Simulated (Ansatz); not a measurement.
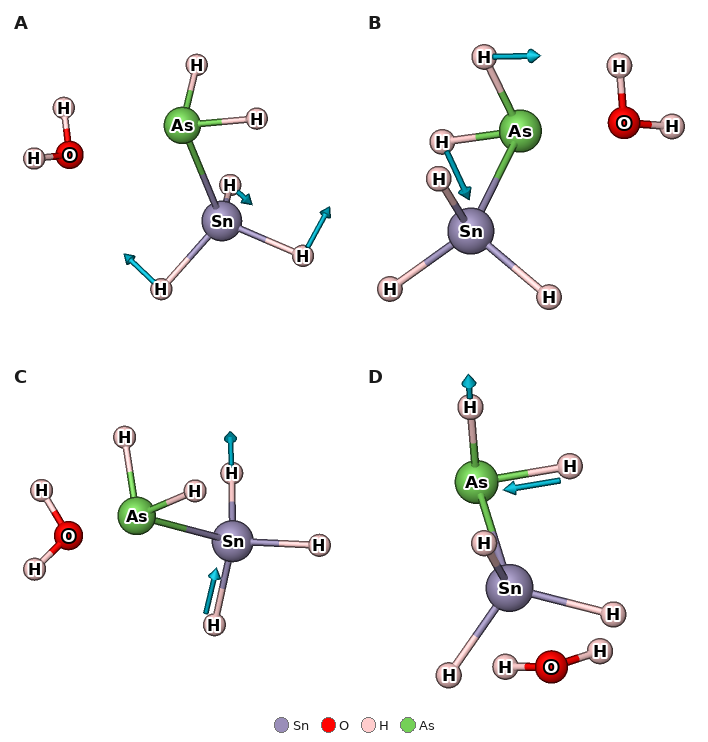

4 normal modes of one molecule or complex, as arrows. Harmonic vibrations computed with RKS PBE0-D4/def2-TZVP, core potentials on Sn (Ansatz 0.2.0) at a stationary point of the same level.

**Match the panels to the wavenumbers 736 cm⁻¹, 991 cm⁻¹, 1951 cm⁻¹, 2218 cm⁻¹.**

A: 736 cm⁻¹, H–Sn–H bending
B: 991 cm⁻¹, H–As–H bending
C: 1951 cm⁻¹, out-of-phase stretching of 2 Sn–H bonds
D: 2218 cm⁻¹, out-of-phase stretching of 2 As–H bonds
